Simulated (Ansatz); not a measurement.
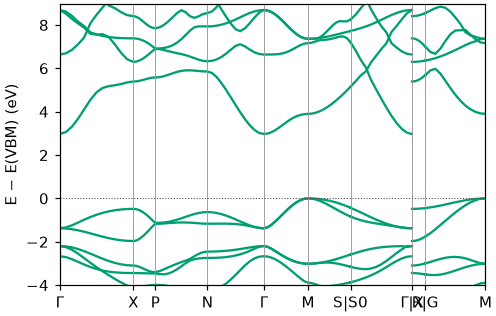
Figure. Band structure from plane-wave PAW r²SCAN (Ansatz code)

### Question
Read off the gap and where the band edges lie.

### Answer
About 3.0 eV (2.97 eV by a search for the band edges); maximum at M, minimum at Γ.

### Question
Which compound is it?
(A) AuBr, I4_1/amd (Au on 8c, Br on 8e)
(B) Rb2TeBr6, I4/m (Rb on 4d, Te on 2a, Br on 8h, Br on 4e)
(C) SrTiO3, I4/mcm (Sr on 4b, Ti on 4c, O on 8h, O on 4a)
(D) LiMgBN2, I-4m2 (Li on 2d, Mg on 2c, B on 2b, N on 4e)

### Answer
D, LiMgBN2, I-4m2 (Li on 2d, Mg on 2c, B on 2b, N on 4e)

The workflow started from a Materials Project entry (that database holds measured and hypothetical structures alike); the Crystallography Open Database copy checked does not list it. With Li and Mg taken as one species the cell has the higher symmetry I4/mmm, so it may be an ordered model of a mixed-site phase. Its standing as an ambient phase is unchecked. Symmetry was held in the r²SCAN relaxation; its stability against distortions is not shown here.

Potentials: the later of the program's two PAW sets.
